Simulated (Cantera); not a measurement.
Feed: 1 mol CHF3, 8.8 mol H2, at 90.0 Torr.

Method: chemical equilibrium by Gibbs-energy minimisation in Cantera with the NASA 1993 tables (ideal gas, pure condensed phases). Candidate condensed phases: C, C6H6, C7H8, C8H18; 95 gas species. Rates play no part.

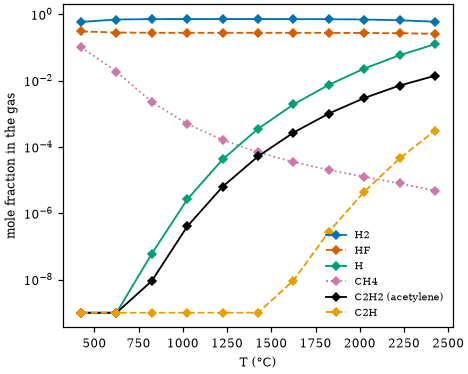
Fig. 1. Equilibrium gas composition (values under 1e-9 drawn at 1e-9)

At 425 °C nothing is condensed. From 625 °C to 2425 °C the condensed part is C(graphite). The main C-bearing gas is CH4 at 425 °C and C2H2 (acetylene) at 2425 °C.
